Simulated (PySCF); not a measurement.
Molecule: SMILES [CH3][Al]([SiH3])[Cl] (CH₆AlClSi). Atoms near the plane z = 1.0 Å, at the CAM-B3LYP/def2-SVP optimised geometry (x, y, z in Å): Al1 (0.6, 0.1, 0.0), C3 (1.8, -0.8, 1.3), H4 (2.4, -1.5, 0.8), H5 (1.2, -1.3, 2.1), H6 (2.4, 0.0, 1.8), Si7 (-1.9, 0.1, 0.0), H8 (-2.4, -0.6, 1.2), H10 (-2.4, 1.5, 0.0).

Calculation: CAM-B3LYP/def2-TZVP run with PySCF. Cells within 0.4 Å of a nucleus heavier than hydrogen are left out (blank, or x). The values are rescaled to run from 0 to 1.

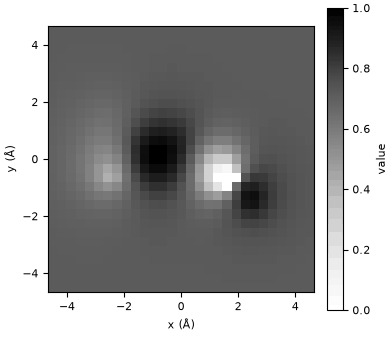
*a field on the plane z = 1.0 Å.*

Task: Which quantity is mapped?
A. an orbital amplitude
B. electron localisation function
C. deformation density (molecule minus spherical neutral atoms)
D. electrostatic potential

Result: A, an orbital amplitude. In full: HOMO amplitude (bohr^(-3/2)).
